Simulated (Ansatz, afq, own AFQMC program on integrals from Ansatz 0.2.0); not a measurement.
**CHBGe (singlet): quantum Monte Carlo beside coupled cluster, cc-pVDZ, part 1 of 2**

How near does AFQMC come to the top of the ladder for CHBGe (singlet)?

Computed with Ansatz 0.2.0, Gaussian basis, and an in-house AFQMC program (afq) on its integrals; all values are calculated. Level: cc-pVDZ, frozen cores.

To be run: PBE (unrestricted); r2SCAN (unrestricted); PBE0 (unrestricted); B3LYP (unrestricted); wB97M-V (unrestricted); B2PLYP (unrestricted); CCSD(T) on RHF; CCSDT(Q) on RHF; CCSD(T) on RHF; CCSD(T) on RHF; Phaseless AFQMC, single-determinant trial on RHF; UHF; CCSD(T) on UHF; CCSDT(Q) on UHF; Phaseless AFQMC, CISD trial on UHF; Phaseless AFQMC, single-determinant trial on UHF; Free-projection AFQMC, CISD trial on UHF.

2 further runs of the same task are left out: 2 that didn't finish.

**1. The geometry**

The geometry is a PBE0/def2-TZVP stationary point (not a proven minimum). No spin-orbit coupling is included. The filled d shell of Ge may be among the frozen orbitals whatever the setting's name suggests; the logs give the count.

4 atoms, charge 0, spin multiplicity 1.

Atoms are counted from 1 here; the program's logs count them from 0.

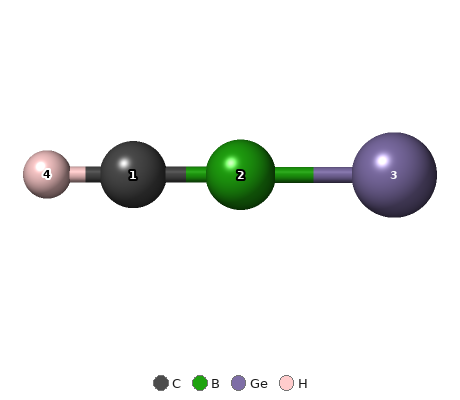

The geometry (carbon dark grey, boron green, germanium purple, hydrogen pink); atoms are numbered from 1 in the order of the file.

**2. PBE (unrestricted)**

in.yaml

```yaml
crystal:
  periodic: [false, false, false]
  atoms:
    - {symbol: C, position_ang: [0.000000, 0.000000, 0.878425]}
    - {symbol: B, position_ang: [0.000000, 0.000000, -0.458675]}
    - {symbol: Ge, position_ang: [0.000000, 0.000000, -2.370375]}
    - {symbol: H, position_ang: [0.000000, 0.000000, 1.950625]}
basis:
  gaussian: {orbitals: cc-pVDZ}
magnetization: {spin_polarized: true, initial_magnetization: 0}
hamiltonian: {xc: {name: PBE}}
output: {orbitals: {seedname: orbitals}}
```

Run with:

```
ansatz run in.yaml --threads 1 --pin off --events-out ev --progress --plain --max-ram 1843MiB
```

The program printed:

```text
Functional definition: PBE
  name "PBE"
  cite "Perdew, Burke & Ernzerhof, Phys. Rev. Lett. 77, 3865 (1996) doi:10.1103/PhysRevLett.77.3865"
  parent pbe
  parameter kappa = 0.804
  parameter beta = 0.06672455060314922
  exchange = pbe_x(kappa = kappa, mu = beta*pi^2/3)
  correlation = pbe_c(beta = beta)
767 factors; their error is unknown
mean field evaluation 1: about -58218.0110 eV, gradient 4.4e1 eV
mean field evaluation 2: about -58100.4871 eV, gradient 1.1e2 eV
mean field evaluation 4: about -58227.4699 eV, gradient 2.7e1 eV
mean field evaluation 8: about -58232.1705 eV, gradient 1.8e-1 eV
mean field evaluation 16: about -58232.1538 eV, gradient 3.7e-5 eV
mean field evaluation 32: about -58232.1538 eV, gradient 2.3e-3 eV
mean field evaluation 64: about -58232.1538 eV, gradient 1.2e-5 eV
mean field -58232.15377434 eV, -2139.9921800356 hartree, gradient 1.2e-5 eV, S^2 0.000000; 6 other end points of the search recorded, 0 dependent functions left out
reference -58232.15379997 eV, -2139.9921809773 hartree; 22, 22 occupied and 38, 38 virtual orbitals, 767 factors
Total energy: -58232.15379997 eV, -2139.9921809773 hartree
```

It took 6.5 s on 1 thread of Arm Neoverse V1, shared host.

From the report: ⟨S²⟩ of the determinant 0.000 (pure singlet: 0.00).

**3. r2SCAN (unrestricted)**

Edit in.yaml of step 2 so:

```diff
@@ -10,3 +10,2 @@
 magnetization: {spin_polarized: true, initial_magnetization: 0}
-hamiltonian: {xc: {name: PBE}}
-output: {orbitals: {seedname: orbitals}}
+hamiltonian: {xc: {name: r2SCAN}}
```

The command is unchanged.

The program printed, cut to the lines that bear on the results:

```text
Functional definition: r2SCAN
  name "r2SCAN"
  cite "Furness, Kaplan, Ning, Perdew & Sun, J. Phys. Chem. Lett. 11, 8208 (2020) doi:10.1021/acs.jpclett.0c02405"
  cite "Furness, Kaplan, Ning, Perdew & Sun, J. Phys. Chem. Lett. 11, 9248 (2020) doi:10.1021/acs.jpclett.0c03077"
  parent r2scan
[...]
767 factors; their error is unknown
[...]
mean field -58241.51557243 eV, -2140.3362197697 hartree, gradient 2.5e-5 eV, S^2 0.267200; 5 other end points of the search recorded, 0 dependent functions left out
reference -58241.51558172 eV, -2140.3362201111 hartree; 22, 22 occupied and 38, 38 virtual orbitals, 767 factors
Total energy: -58241.51558172 eV, -2140.3362201111 hartree
```

It took 16 s on 1 thread of Arm Neoverse V1, shared host.

From the report: ⟨S²⟩ of the determinant 0.267 (pure singlet: 0.00).

**4. PBE0 (unrestricted)**

Edit in.yaml of step 3 so:

```diff
@@ -10,2 +10,3 @@
 magnetization: {spin_polarized: true, initial_magnetization: 0}
-hamiltonian: {xc: {name: r2SCAN}}
+hamiltonian: {xc: {name: PBE0}}
+output: {orbitals: {seedname: orbitals}}
```

Same command.

The program printed, cut to the lines that bear on the results:

```text
Functional definition: PBE0
  name "PBE0"
  cite "Adamo & Barone, J. Chem. Phys. 110, 6158 (1999) doi:10.1063/1.478522"
  cite "Perdew, Burke & Ernzerhof, Phys. Rev. Lett. 77, 3865 (1996) doi:10.1103/PhysRevLett.77.3865"
  parent pbe
[...]
639 factors; integrals over basis functions are off by at most 1.3e-3 eV
[...]
mean field -58233.44228735 eV, -2140.0395320151 hartree, gradient 1.0e-5 eV, S^2 0.300918; 5 other end points of the search recorded, 0 dependent functions left out
reference -58233.44230751 eV, -2140.0395327561 hartree; 22, 22 occupied and 38, 38 virtual orbitals, 639 factors
Total energy: -58233.44230751 eV, -2140.0395327561 hartree
```

Run time: 6.5 s. Hardware: 1 thread of Arm Neoverse V1, shared host.

From the report: ⟨S²⟩ of the determinant 0.301 (pure singlet: 0.00).

**5. B3LYP (unrestricted)**

Edit in.yaml of step 4 so:

```diff
@@ -10,3 +10,2 @@
 magnetization: {spin_polarized: true, initial_magnetization: 0}
-hamiltonian: {xc: {name: PBE0}}
-output: {orbitals: {seedname: orbitals}}
+hamiltonian: {xc: {name: B3LYP}}
```

Same command.

The program printed, cut to the lines that bear on the results:

```text
Functional definition: B3LYP
  name "B3LYP"
  cite "Stephens, Devlin, Chabalowski & Frisch, J. Phys. Chem. 98, 11623 (1994) doi:10.1021/j100096a001"
  cite "Becke, Phys. Rev. A 38, 3098 (1988) doi:10.1103/PhysRevA.38.3098"
  cite "Lee, Yang & Parr, Phys. Rev. B 37, 785 (1988) doi:10.1103/PhysRevB.37.785"
  cite "Vosko, Wilk & Nusair, Can. J. Phys. 58, 1200 (1980) doi:10.1139/p80-159"
[...]
639 factors; integrals over basis functions are off by at most 1.3e-3 eV
[...]
mean field -58244.43058289 eV, -2140.4433444284 hartree, gradient 5.7e-6 eV, S^2 0.023268; 4 other end points of the search recorded, 0 dependent functions left out
reference -58244.43076924 eV, -2140.4433512765 hartree; 22, 22 occupied and 38, 38 virtual orbitals, 639 factors
Total energy: -58244.43076924 eV, -2140.4433512765 hartree
```

Run time: 8.5 s. Hardware: 1 thread of Arm Neoverse V1, shared host.

From the report: ⟨S²⟩ of the determinant 0.023 (pure singlet: 0.00).

**6. wB97M-V (unrestricted)**

Edit in.yaml of step 5 so:

```diff
@@ -10,2 +10,3 @@
 magnetization: {spin_polarized: true, initial_magnetization: 0}
-hamiltonian: {xc: {name: B3LYP}}
+hamiltonian: {xc: {name: wB97M-V}}
+output: {orbitals: {seedname: orbitals}}
```

The command is unchanged.

The program printed, cut to the lines that bear on the results:

```text
Functional definition: wB97M-V
  name "wB97M-V"
  cite "Mardirossian & Head-Gordon, J. Chem. Phys. 144, 214110 (2016) doi:10.1063/1.4952647"
  cite "Becke, J. Chem. Phys. 107, 8554 (1997) doi:10.1063/1.475007"
  cite "Vydrov & Van Voorhis, J. Chem. Phys. 133, 244103 (2010) doi:10.1063/1.3521275"
  # Of w^i u^j: cxij and so on, Table III.
[...]
  gx(w, u) = 1 - cx + cx01*u + cx10*w
  gss(w, u) = css00 + css04*u^4 + css10*w + css20*w^2 + css43*w^4*u^3
  gos(w, u) = cos00 + cos10*w + (cos20 + cos21*u)*w^2 + (cos60 + cos61*u)*w^6
[...]
      + integral(e_c_pw_mod_opposite_spin*gos(b97_w_opposite, b97_u_opposite)) + vv10(b, c)
639 factors; integrals over basis functions are off by at most 1.3e-3 eV
184 factors; integrals over basis functions are off by at most 8.1e-6 eV
[...]
mean field -58238.92498909 eV, -2140.2410175878 hartree, gradient 1.1e-5 eV, S^2 0.274484; 4 other end points of the search recorded, 0 dependent functions left out
reference -58238.92502148 eV, -2140.2410187783 hartree; 22, 22 occupied and 38, 38 virtual orbitals, 639 factors
Total energy: -58238.92502148 eV, -2140.2410187783 hartree
```

It took 28 s on 1 thread of Arm Neoverse V1, shared host; peak memory 0.25 GiB.

From the report: ⟨S²⟩ of the determinant 0.274 (pure singlet: 0.00).

**7. B2PLYP (unrestricted)**

Edit in.yaml of step 6 so:

```diff
@@ -10,3 +10,3 @@
 magnetization: {spin_polarized: true, initial_magnetization: 0}
-hamiltonian: {xc: {name: wB97M-V}}
-output: {orbitals: {seedname: orbitals}}
+hamiltonian: {xc: {name: B2PLYP}}
+correlation: {electrons: outside_noble_gas}
```

Launched as before.

The program printed, cut to the lines that bear on the results:

```text
Functional definition: B2PLYP
  name "B2PLYP"
  cite "Grimme, J. Chem. Phys. 124, 034108 (2006) doi:10.1063/1.2148954"
  cite "Becke, Phys. Rev. A 38, 3098 (1988) doi:10.1103/PhysRevA.38.3098"
  cite "Lee, Yang & Parr, Phys. Rev. B 37, 785 (1988) doi:10.1103/PhysRevB.37.785"
[...]
639 factors; integrals over basis functions are off by at most 1.3e-3 eV
[...]
mean field -58227.12836507 eV, -2139.8074996510 hartree, gradient 5.2e-6 eV, S^2 0.718440; 12 other end points of the search recorded, 0 dependent functions left out
16 core orbitals not correlated: weight in the atoms' cores, before any rotation towards them, 0.999 or more for the frozen orbitals, at most 0.000 for the correlated occupied ones
reference -58227.12848623 eV, -2139.8075041038 hartree; 6, 6 occupied and 38, 38 virtual orbitals, 639 factors
second order -9.01534087 eV of doubles, -0.00000000 eV of singles
Total energy: -58229.56262827 eV, -2139.8969571736 hartree
```

Run time: 24 s. Hardware: 1 thread of Arm Neoverse V1, shared host.

From the report: ⟨S²⟩ of the determinant 0.718 (pure singlet: 0.00). The determinant is far from a pure spin state, so its energy mixes those of several spin states (harmless only where they are near-degenerate, as at dissociation).

**8. CCSD(T) on RHF**

Edit in.yaml of step 7 so:

```diff
@@ -9,4 +9,3 @@
   gaussian: {orbitals: cc-pVDZ}
-magnetization: {spin_polarized: true, initial_magnetization: 0}
-hamiltonian: {xc: {name: B2PLYP}}
-correlation: {electrons: outside_noble_gas}
+magnetization: {spin_polarized: false}
+correlation: {method: ccsd_t, electrons: outside_noble_gas, hamiltonian_folder: ham}
```

Same command.

The program printed, cut to the lines that bear on the results:

```text
Functional definition: HF
  name "HF"
  cite "Fock, Z. Phys. 61, 126 (1930) doi:10.1007/BF01340294"
  parent pbe
[...]
639 factors; integrals over basis functions are off by at most 1.3e-3 eV
[...]
mean field -58186.39731343 eV, -2138.3106611118 hartree, gradient 6.2e-6 eV, S^2 0.000000; 12 other end points of the search recorded, 0 dependent functions left out; unrestricted orbitals would lower it
determinant -58186.39731343 eV, -2138.3106611118 hartree, with singles and doubles -58194.99887369 eV, -2138.6267626212 hartree
determinant -58181.74005758 eV, -2138.1395101161 hartree, with singles and doubles -58188.93950503 eV, -2138.4040849302 hartree
16 core orbitals not correlated: weight in the atoms' cores, before any rotation towards them, 1.000 or more for the frozen orbitals, at most 0.000 for the correlated occupied ones
reference -58186.39731343 eV, -2138.3106611118 hartree; 6, 6 occupied and 38, 38 virtual orbitals, 639 factors
second order -8.22924124 eV of doubles, -0.00000000 eV of singles
cycle   1  -8.60291918 eV  change   -1.4e-3 eV  update   1.9e-3
[...]
cycle   7  -8.60287154 eV  change   -3.5e-6 eV  update   4.4e-6
perturbative correction -0.66607494 eV, -0.0244778026 hartree
Total energy: -58195.66625991 eV, -2138.6512886124 hartree
```

It took 4.5 s on 1 thread of Arm Neoverse V1, shared host.

From the report: correlation -9.2689 eV; T1 0.032; largest double amplitude 0.12.

This run also writes the integrals to the folder ham.

**9. CCSDT(Q) on RHF**

Edit in.yaml of step 8 so:

```diff
@@ -10,2 +10,2 @@
 magnetization: {spin_polarized: false}
-correlation: {method: ccsd_t, electrons: outside_noble_gas, hamiltonian_folder: ham}
+correlation: {method: ccsdt_q, electrons: outside_noble_gas}
```

The command is unchanged.

The program printed, cut to the lines that bear on the results:

```text
Functional definition: HF
  name "HF"
  cite "Fock, Z. Phys. 61, 126 (1930) doi:10.1007/BF01340294"
  parent pbe
[...]
1100 factors; integrals over basis functions are off by at most 1.3e-7 eV
[...]
mean field -58186.39735490 eV, -2138.3106626361 hartree, gradient 9.5e-7 eV, S^2 0.000000; 10 other end points of the search recorded, 0 dependent functions left out; unrestricted orbitals would lower it
determinant -58186.39735490 eV, -2138.3106626361 hartree, with singles and doubles -58194.99891757 eV, -2138.6267642338 hartree
determinant -58181.74009375 eV, -2138.1395114456 hartree, with singles and doubles -58188.93954317 eV, -2138.4040863315 hartree
16 core orbitals not correlated: weight in the atoms' cores, before any rotation towards them, 1.000 or more for the frozen orbitals, at most 0.000 for the correlated occupied ones
reference -58186.39735490 eV, -2138.3106626361 hartree; 6, 6 occupied and 38, 38 virtual orbitals, 1100 factors
second order -8.22925894 eV of doubles, -0.00000000 eV of singles
cycle   1  -7.96582848 eV  change    2.6e-1 eV  update   2.1e-1
[...]
cycle  18  -9.27743896 eV  change    5.6e-7 eV  update   9.0e-7
perturbative correction -0.12313004 eV, -0.0045249455 hartree
Total energy: -58195.79792390 eV, -2138.6561271747 hartree
```

Wall time 19 s (1 thread of Arm Neoverse V1, shared host); peak memory 0.33 GiB.

From the report: correlation -9.4006 eV; T1 0.039; largest double amplitude 0.16.

**10. CCSD(T) on RHF**

Edit in.yaml of step 9 so:

```diff
@@ -8,4 +8,4 @@
 basis:
-  gaussian: {orbitals: cc-pVDZ}
+  gaussian: {orbitals: def2-TZVPP}
 magnetization: {spin_polarized: false}
-correlation: {method: ccsdt_q, electrons: outside_noble_gas}
+correlation: {method: ccsd_t, electrons: outside_noble_gas}
```

The command is unchanged.

The program printed, cut to the lines that bear on the results:

```text
Functional definition: HF
  name "HF"
  cite "Fock, Z. Phys. 61, 126 (1930) doi:10.1007/BF01340294"
  parent pbe
[...]
788 factors; integrals over basis functions are off by at most 1.2e-3 eV
[...]
mean field -58187.73050780 eV, -2138.3596551014 hartree, gradient 1.7e-6 eV, S^2 0.000000; 10 other end points of the search recorded, 0 dependent functions left out; unrestricted orbitals would lower it
determinant -58187.73050780 eV, -2138.3596551014 hartree, with singles and doubles -58197.79387115 eV, -2138.7294768834 hartree
determinant -58183.13852969 eV, -2138.1909030182 hartree, with singles and doubles -58191.93121645 eV, -2138.5140282969 hartree
16 core orbitals not correlated: weight in the atoms' cores, before any rotation towards them, 1.000 or more for the frozen orbitals, at most 0.000 for the correlated occupied ones
reference -58187.73050780 eV, -2138.3596551014 hartree; 6, 6 occupied and 102, 102 virtual orbitals, 788 factors
second order -9.69965000 eV of doubles, -0.00000000 eV of singles
cycle   1  -9.87578660 eV  change   -6.3e-1 eV  update   3.4e-2
[...]
cycle  11  -9.91854805 eV  change    4.7e-6 eV  update   1.3e-5
perturbative correction -0.82334474 eV, -0.0302573611 hartree
Total energy: -58198.47240059 eV, -2138.7544123803 hartree
```

Wall time 16 s (1 thread of Arm Neoverse V1, shared host); peak memory 0.38 GiB.

From the report: correlation -10.7419 eV; T1 0.031; largest double amplitude 0.11.

**11. CCSD(T) on RHF**

Edit in.yaml of step 10 so:

```diff
@@ -8,3 +8,3 @@
 basis:
-  gaussian: {orbitals: def2-TZVPP}
+  gaussian: {orbitals: "def2-QZVPP.json"}
 magnetization: {spin_polarized: false}
```

The command is unchanged.

The program printed, cut to the lines that bear on the results:

```text
Functional definition: HF
  name "HF"
  cite "Fock, Z. Phys. 61, 126 (1930) doi:10.1007/BF01340294"
  parent pbe
[...]
1475 factors; integrals over basis functions are off by at most 1.3e-3 eV
[...]
mean field -58188.92108299 eV, -2138.4034079326 hartree, gradient 1.5e-6 eV, S^2 0.000000; 6 other end points of the search recorded, 0 dependent functions left out; unrestricted orbitals would lower it
16 core orbitals not correlated: weight in the atoms' cores, before any rotation towards them, 1.000 or more for the frozen orbitals, at most 0.000 for the correlated occupied ones
reference -58188.92108299 eV, -2138.4034079326 hartree; 6, 6 occupied and 211, 211 virtual orbitals, 1475 factors
second order -10.24719400 eV of doubles, -0.00000000 eV of singles
cycle   1  -9.63511620 eV  change    6.1e-1 eV  update   1.8e-1
[...]
cycle  12  -10.32266359 eV  change   -4.0e-6 eV  update   3.5e-6
perturbative correction -0.86869117 eV, -0.0319238115 hartree
Total energy: -58200.11243775 eV, -2138.8146826340 hartree
```

Wall time 4.2 min (1 thread of Arm Neoverse V1, shared host); peak memory 1.3 GiB.

From the report: correlation -11.1914 eV; T1 0.030; largest double amplitude 0.10.

**12. Phaseless AFQMC, single-determinant trial on RHF**

It reads the integrals that the CCSD(T) run on this determinant wrote.

Run with:

```
afq ham --method phaseless --trial hf --walkers 120 --populations 1 --least-time 40 --time-step 0.005 --steps-per-block 20 --equilibration-blocks 112 --max-blocks 600 --target-error 0.00126 --factor-cut 1e-05 --seed 5925 --taylor-order 6
```

The program printed:

```text
orbitals 44  electrons 6 6  factors 352 of 639
reference energy -2138.31066111 Eh
CCSD correlation -0.31614951 Eh in 11 cycles, weight of the determinant in the CISD state 0.7987
energy of the start -2138.310661 Eh
 block  time / (1/Eh)  mean weight  energy / Eh
     1     0.100  0.9994  -2138.366063
     2     0.200  1.0025  -2138.410824
     3     0.300  1.0017  -2138.447338
     4     0.400  1.0029  -2138.475449
     5     0.500  1.0002  -2138.502891
     6     0.600  1.0001  -2138.527868
     7     0.700  1.0030  -2138.545882
     8     0.800  0.9993  -2138.548658
     9     0.900  1.0013  -2138.558755
    10     1.000  1.0012  -2138.561535
    18     1.800  1.0004  -2138.613963
    35     3.500  1.0005  -2138.613944
    52     5.200  0.9966  -2138.650476
    69     6.900  1.0016  -2138.643760
    86     8.600  0.9995  -2138.656466
   103    10.300  0.9996  -2138.610309
   120    12.000  0.9998  -2138.650943
   137    13.700  1.0018  -2138.668832
   154    15.400  1.0000  -2138.638034
   171    17.100  1.0012  -2138.637222
   188    18.800  0.9991  -2138.644615
   205    20.500  0.9984  -2138.720900
   222    22.200  1.0004  -2138.667238
   239    23.900  1.0000  -2138.690767
   256    25.600  0.9991  -2138.629416
   273    27.300  1.0035  -2138.721778
   290    29.000  1.0009  -2138.632991
   307    30.700  0.9991  -2138.594997
   324    32.400  1.0007  -2138.625312
   341    34.100  1.0005  -2138.641053
   358    35.800  0.9998  -2138.684083
   375    37.500  1.0008  -2138.653643
   392    39.200  0.9990  -2138.630898
   409    40.900  1.0000  -2138.708610
   426    42.600  0.9988  -2138.639792
   443    44.300  1.0000  -2138.639371
   460    46.000  1.0016  -2138.621362
   477    47.700  1.0013  -2138.657174
   494    49.400  1.0007  -2138.637553
   511    51.100  0.9993  -2138.669120
   528    52.800  1.0000  -2138.654124
   545    54.500  0.9994  -2138.599709
   562    56.200  0.9977  -2138.643333
   579    57.900  0.9995  -2138.698573
   596    59.600  1.0045  -2138.735484
   613    61.300  1.0001  -2138.613643
   630    63.000  0.9993  -2138.689149
   647    64.700  1.0005  -2138.634106
   664    66.400  0.9995  -2138.628319
   681    68.100  0.9983  -2138.625798
   698    69.800  1.0001  -2138.687311
blocks merged  error / Eh  count
     1  0.001410  600
     2  0.001894  300
     4  0.002540  150
     8  0.003323  75
    16  0.004157  37
    32  0.004592  18
    64  0.003151  9
energy -2138.652618 +/- 0.004592 Eh
```

It took 3.5 min on 1 thread of Arm Neoverse V1, shared host; peak memory 0.25 GiB.

Energy -58195.7024 ± 0.1250 eV. The run doesn't count as converged. Caveats: constraint bias not in the error; error above the target.

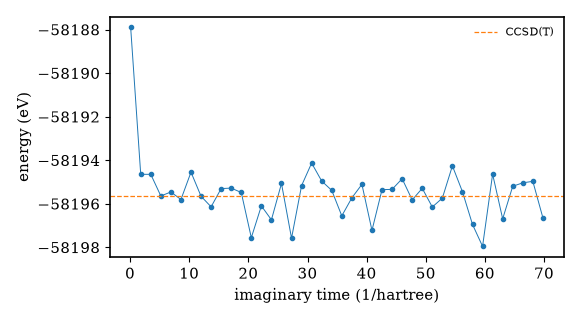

Block energies along the walk.

**13. UHF**

Edit in.yaml of step 11 so:

```diff
@@ -8,4 +8,5 @@
 basis:
-  gaussian: {orbitals: "def2-QZVPP.json"}
-magnetization: {spin_polarized: false}
-correlation: {method: ccsd_t, electrons: outside_noble_gas}
+  gaussian: {orbitals: cc-pVDZ}
+magnetization: {spin_polarized: true, initial_magnetization: 0}
+hamiltonian: {xc: hf}
+output: {orbitals: {seedname: orbitals}}
```

Run with:

```
ansatz run in.yaml --threads 1 --pin off --events-out ev --progress --plain --max-ram 1843MiB
```

The program printed, cut to the lines that bear on the results:

```text
Functional definition: HF
  name "HF"
  cite "Fock, Z. Phys. 61, 126 (1930) doi:10.1007/BF01340294"
  parent pbe
[...]
639 factors; integrals over basis functions are off by at most 1.3e-3 eV
[...]
mean field -58187.36374758 eV, -2138.3461769119 hartree, gradient 5.3e-6 eV, S^2 1.283573; 8 other end points of the search recorded, 0 dependent functions left out
reference -58187.36374758 eV, -2138.3461769119 hartree; 22, 22 occupied and 38, 38 virtual orbitals, 639 factors
Total energy: -58187.36374758 eV, -2138.3461769119 hartree
```

It took 7.5 s on 1 thread of Arm Neoverse V1, shared host; peak memory 0.25 GiB.

From the report: ⟨S²⟩ of the determinant 1.284 (pure singlet: 0.00). The determinant is far from a pure spin state, so its energy mixes those of several spin states (harmless only where they are near-degenerate, as at dissociation).

(Continued in part 2 of 2.)
